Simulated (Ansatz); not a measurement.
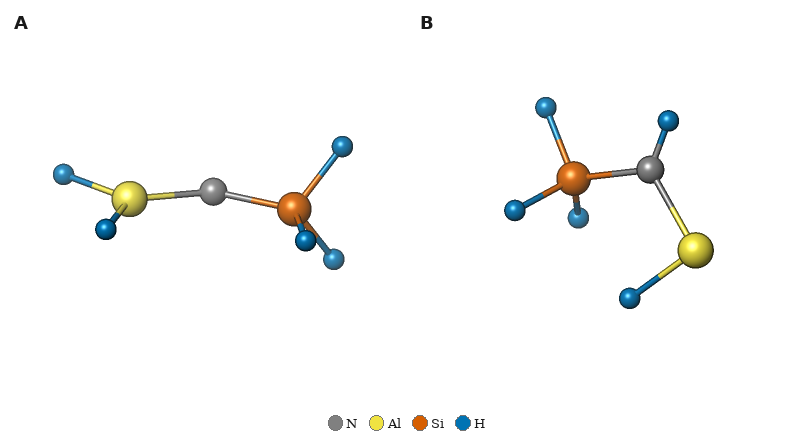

2 stationary structures of one formula. The species has charge −1 and is a spin singlet. Geometries: PBE-D4/def2-SVPD. Electronic energies: PBE-D4/def2-SVPD (Ansatz 0.2.0), without zero-point energy. No frequency run is at hand to confirm each as a minimum. Each is one conformer, not always the lowest.

> Which structure is the most stable?

A is lowest (Cs); B lies 17.7 kJ/mol above it (Cs).
